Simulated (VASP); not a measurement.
Band structure of TlBi$_{2}$ (space group P6/mmm). All values below come from LDA (Ceperley-Alder, Perdew-Zunger), VASP's LDA PAW potentials (set 64) (plane waves; VASP).

Unless said otherwise, spin-orbit coupling is left out, though it shifts the bands of the heavy elements here.

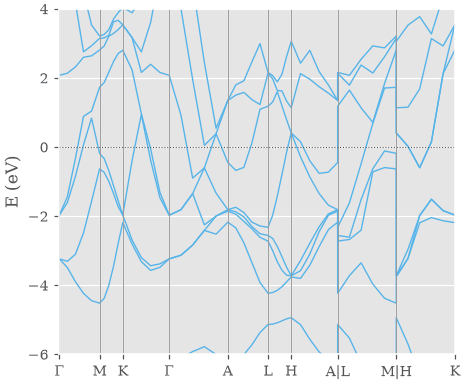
Figure. Bands along high-symmetry lines, zero at the valence-band maximum or, without a gap, the Fermi level

Task: Read the plot: is there a gap, and where are the band edges?

Result: It has no gap at this level: it comes out as a metal or semimetal.

The structure comes from a computed database's TlBi2 entry (P6/mmm); how it stands against other phases isn't given here. The cell was not relaxed at this level. The electron count is odd and the run is not spin-polarised, which forces a metal.
